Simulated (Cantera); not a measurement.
Feed: 1 mol HgO, a varied amount of N₂, at 1573.15 K and 10.0 mbar.

Method: chemical equilibrium by Gibbs-energy minimisation in Cantera with the NASA 1993 tables (ideal gas, pure condensed phases). Candidate condensed phases: Hg, HgO; 10 gas species. Kinetics and transport are ignored.

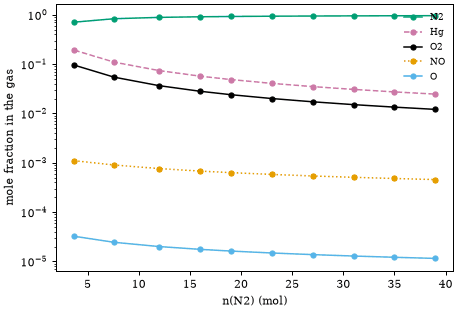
Figure: Equilibrium gas composition (values under 1e-9 drawn at 1e-9)

Read off the mole fractions at 12 mol N₂.

N₂ about 0.89, Hg about 0.074, O₂ about 0.037, NO about 0.00076, O about 2.0e-5.
